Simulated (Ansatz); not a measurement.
```
Cr Ag C N
1.0
     6.05496    0.00000    0.00000
     0.00000    6.05496    0.00000
     0.00000    0.00000    6.05496
Cr Ag C N
1 1 4 4
Cartesian
  3.0275 3.0275 3.0275
  0.0000 0.0000 0.0000
  1.2422 1.2422 1.2422
  1.2422 4.8128 4.8128
  4.8128 1.2422 4.8128
  4.8128 4.8128 1.2422
  1.9237 1.9237 1.9237
  1.9237 4.1313 4.1313
  4.1313 1.9237 4.1313
  4.1313 4.1313 1.9237
```

Space group P-43m; a structure generated by program, which may or may not match a known phase; spin-polarised.

Theory: Ansatz 0.2.0, DFT PBE, scalar-relativistic, plane waves, PAW.

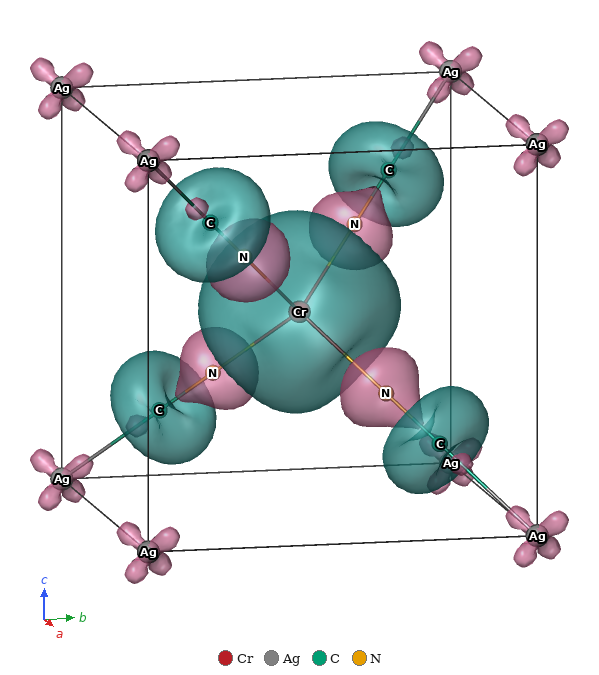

CrAgC4N4. Isosurfaces of the magnetisation density (up minus down) at +0.015 (teal) and −0.015 e/Å³ (pink), seen slightly off an axis. Sticks mark near contacts.

> Where is the spin, and how is it ordered?

The spin density sits on Cr: +2.2 μB in one cell of 10 atoms: parallel main moments, as they must be, since the calculation's own cell holds one magnetic site. The cell of the calculation (10 atoms) carries 3.0 μB of net spin moment.
